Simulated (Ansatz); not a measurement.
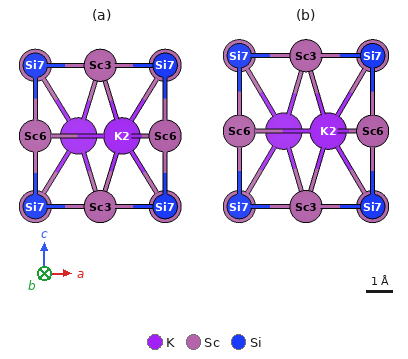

The structure of crystalline K$_{2}$Sc$_{4}$Si (a generated structure, set up in P6/mmm) (coarse preliminary run) before (left) and after (right) a relaxation, at one scale.

The picture is a ball-and-stick view of the cell of the calculation, seen along the b axis.

Level of theory: DFT PBE, scalar-relativistic, plane waves, PAW (Ansatz 0.2.0).

The input:
```yaml
crystal:
  lattice:
    - [5.99311439, 0.0, 0.0]
    - [-2.9965572, 5.19018931, 0.0]
    - [0.0, 0.0, 5.64772341]
  atoms:
    - { symbol: K, position: [0.33333333, 0.66666667, 0.5] }
    - { symbol: K, position: [0.66666667, 0.33333333, 0.5] }
    - { symbol: Sc, position: [0.5, 0.0, 0.0] }
    - { symbol: Sc, position: [0.0, 0.5, 0.0] }
    - { symbol: Sc, position: [0.5, 0.5, 0.0] }
    - { symbol: Sc, position: [0.0, 0.0, 0.5] }
    - { symbol: Si, position: [0.0, 0.0, 0.0] }
basis:
  ecutwfc: 420
kpoints:
  mp_grid: { grid: [3, 3, 4] }
hamiltonian:
  xc: pbe
scf:
  occupations: { method: gaussian, width: 0.1 }
  lower_state_search: "off"
output:
  forces: true
  stress: true
  eigenvalues: true
relax:
  adjacent_minimum: "off"
  f_tol: 0.04
  max_steps: 70
  cell: { stress_tol: 0.4 }
```

Launched with:
```bash
ansatz run input.yaml --threads 1 --pin off --max-ram 2560MiB --backend cpu --events-out ev --progress --plain --runs-dir out
```

Question: Summarise the run.

Answer: After 2 accepted moves (3 points after the start) the energy has fallen by 45.7 meV per atom. All forces vanish by symmetry, so only the cell relaxes. Pressure: 4.33 GPa at the start and 0.10 GPa at the end. The SCF was repeated once at an unchanged geometry on a basis and grid sized afresh for the cell, which shifted the energy by 0.3 meV per atom at most. The atoms keep their places relative to the cell (all moves are under 0.005 Å). The volume changes by +12.6 %, with a = b 5.993 → 6.155 Å (+2.7 %), c 5.648 → 6.030 Å (+6.8 %). Near-neighbour distances that change, for instance: Sc6–Si7 2.824 → 3.015 Å, K1–Sc3 3.312 → 3.500 Å, K1–Sc6 3.460 → 3.554 Å, K1–K2 3.460 → 3.554 Å. The space group stays P6/mmm (No. 191). The run took 15 s on 1 thread of Intel(R) Xeon(R) Platinum 8488C (Sapphire Rapids), on a shared host, peak memory 0.5 GiB.
